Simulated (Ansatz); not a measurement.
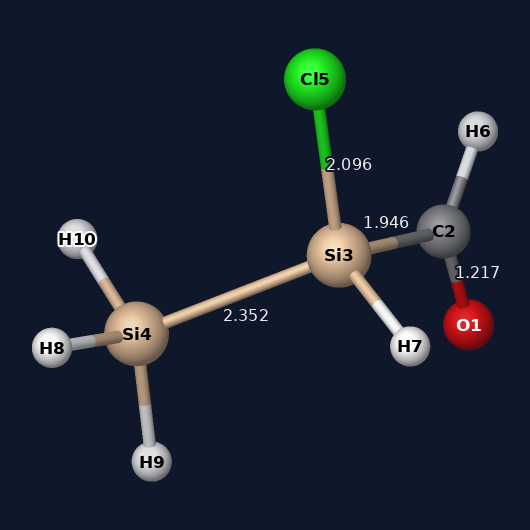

Bond lengths are marked in Å; every bond is drawn as one stick. Computed geometry: PBE-D4/def2-SVP optimisation. No frequency run is at hand to confirm it as a minimum.

Assign a bond order to each marked bond.

O1–C2 double; C2–Si3 single; Si3–Si4 single; Si3–Cl5 single.

Give the structure as SMILES.

O=C[Si@H]([SiH3])Cl
